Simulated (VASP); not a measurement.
Energy against volume of NaF (rock salt). All values below come from RPBE GGA, VASP's PBE PAW potentials (set 64) (plane waves; VASP).

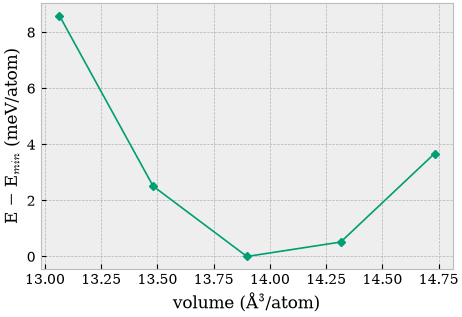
Fig. 1. Energy against volume

Q: Estimate the equilibrium volume and the bulk modulus.

A: The minimum lies near 14.0 Å³/atom, and the curvature gives B0 of about 38 GPa.

The compound is NaF in the rock salt structure. It was relaxed first, which changed the volume by +13 %.
